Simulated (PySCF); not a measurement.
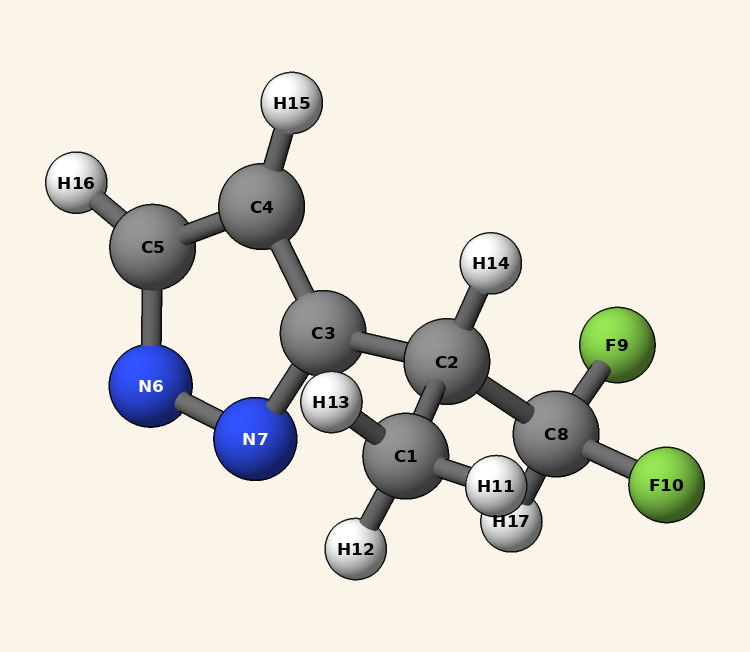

State: charge −1, singlet. The geometry was computed by an optimisation with GFN2-xTB. No frequency run is at hand to confirm it as a minimum. Method: GIAO PBE0/pcSseg-1 NMR shielding, non-relativistic, gas phase (PySCF 2.14.0). Principal shieldings σ11 ≤ σ22 ≤ σ33, span Ω = σ33 − σ11, skew κ = 3(σiso − σ22)/Ω.

Give the shielding tensors of the F atoms.

| atom | σ11 | σ22 | σ33 | σiso | Ω | κ |
| --- | --- | --- | --- | --- | --- | --- |
| F9 | 215.9 | 342.0 | 379.8 | 312.6 | 163.9 | −0.54 |
| F10 | 215.0 | 346.9 | 382.3 | 314.7 | 167.2 | −0.58 |

Shieldings and span in ppm.
